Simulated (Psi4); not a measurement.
**SiN2H4F2 (SMILES N[Si](N)(F)F): the HOMO–LUMO gap, rung by rung**

SiN2H4F2 has 9 atoms, charge 0, and is taken as a singlet. SMILES: `N[Si](N)(F)F`. Geometry: optimised at PBE0/def2-TZVP. This is one conformer, not always the lowest.

Quantity: the HOMO–LUMO gap, in eV. The values are calculated.

| level | kind | program | value (eV) | CPU time |
| --- | --- | --- | --- | --- |
| PBE-D4/def2-TZVPP (density fitting) | GGA | Psi4 | 6.43 | 74 s |
| r2SCAN-D4/def2-TZVPP (density fitting) | meta-GGA | Psi4 | 7.54 | 3.1 min |
| B3LYP-D4/def2-TZVPP (density fitting) | global hybrid | Psi4 | 8.17 | 71 s |
| PBE0-D4/def2-TZVPP (density fitting) | global hybrid | Psi4 | 8.82 | 68 s |
| wB97M-V/def2-TZVPP (density fitting) | range-separated hybrid | Psi4 | 12.68 | 4.5 min |

The values span 6.43 to 12.68 eV. Orbital gaps aren't excitation energies; they tend to grow with the share of exact exchange. CPU times are rough (shared hosts, several kinds of processor and program).

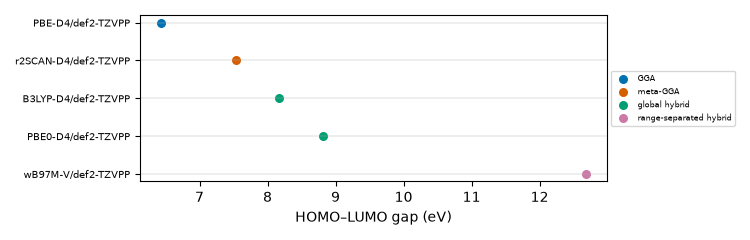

The values of the table, level by level.
